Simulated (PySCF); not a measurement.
**RuSH₂: relaxation and vibrations of the quintet**

Where does quintet RuSH₂ go from a T-shaped (ligand arrangement 2) start, is the end point a minimum, and what are its modes, charges and moments?

Method: PBE0, basis Ru def2-TZVP with ECP28, S def2-TZVP, H def2-TZVP, scalar-relativistic core potentials, no spin–orbit coupling, density fitting; program: PySCF 2.14.0.

### Step 1. The starting structure

4 atoms, charge 0, spin multiplicity 5.

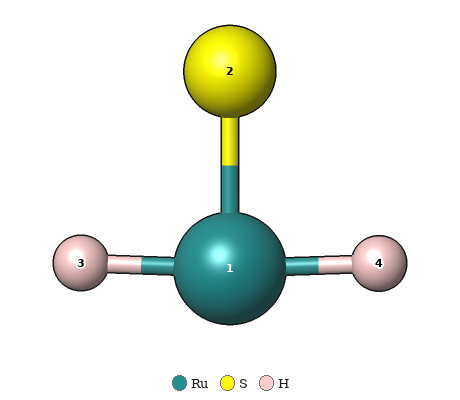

As it starts; ruthenium teal, sulfur yellow, hydrogen pink; atoms are numbered from 1 in the order of the file.

Z-matrix (Å, degrees; charge 0 multiplicity 5):
```
Ru
S  1 2.0800
H  1 1.5700 2 88.00
H  1 1.5700 2 88.00 3 180.00
```

### Step 2. Relaxing the quintet from the T-shaped (ligand arrangement 2) start

One driver script runs all steps and calls PySCF; scf.py shows how it sets up the SCF of each step. The optimiser is the driver's own. Before each start the driver seeks the lowest SCF state from one or more starting densities and follows internal instabilities, so scf.py alone need not reach the same state.

The program finds C2v symmetry in the start, which this walk keeps. The walk stops when the largest gradient is under 0.0003 Eh/bohr and the energy has settled too.

Contents of scf.py:

```python
from pyscf import gto, scf, dft
mol = gto.M(atom='''
Ru     0.000000     0.000000    -0.490186
S      0.000000     0.000000     1.589814
H      1.569000    -0.000000    -0.435386
H     -1.569000     0.000000    -0.435386''',
    basis={'Ru': 'def2-TZVP', 'S': 'def2-TZVP', 'H': 'def2-TZVP'},
    ecp={'Ru': 'def2-TZVP'},
    charge=0, spin=4)
mf = dft.UKS(mol, xc='PBE0')
mf.grids.atom_grid = (50, 194)
aux = {'Ru': 'def2-universal-JKFIT', 'S': 'def2-universal-JKFIT', 'H': 'def2-universal-JKFIT'}
mf = mf.density_fit(auxbasis=aux)
mf.kernel()
```

Further steps of the session: Vibrations and properties at this point; Downhill along the imaginary mode; Hessian and properties.

**Question.** What will these runs give? Wanted: minimum; geometry; wavenumbers; dipole moment; highest occupied, lowest empty level; polar-tensor charge of Ru1; zero-point energy; atomisation energy; ⟨S²⟩.

**Answer**, as computed:

```
                                          quantity                                                              value
                                           minimum                                                        quintet, Cs
                                          geometry  Ru–H 1.662 Å (×2), Ru–S 2.069 Å; H–Ru–H 143.9°, H–Ru–S 89.2° (×2)
                                wavenumbers (cm⁻¹)     317 (a''), 544 (a'), 627 (a'), 787 (a'), 1655 (a''), 1905 (a')
                                     dipole moment                                                             2.50 D
highest occupied, lowest empty level (either spin)                                                    -5.94, -3.58 eV
                        polar-tensor charge of Ru1                                                            +0.57 e
                                 zero-point energy                                                        34.9 kJ/mol
                               entropy at 298.15 K                                                    288.5 J/(mol K)
         atomisation energy (no zero-point energy)                                                         793 kJ/mol
                                              ⟨S²⟩                                                              6.018
```

What this shows: The T-shaped (ligand arrangement 2) start (C2v) ends in a minimum of Cs symmetry, after a stop at a second-order saddle point 29.6 kJ/mol higher, from which it was pushed off along an imaginary mode. In the infrared the band at 1655 cm⁻¹ (a'', stretch) leads. Most of the spin sits on Ru1 (Mulliken spin 2.68, against 4 for the whole molecule). Other starts or spin states, not run here, may lie lower. One determinant may miss the lowest occupation of an open d or f shell.
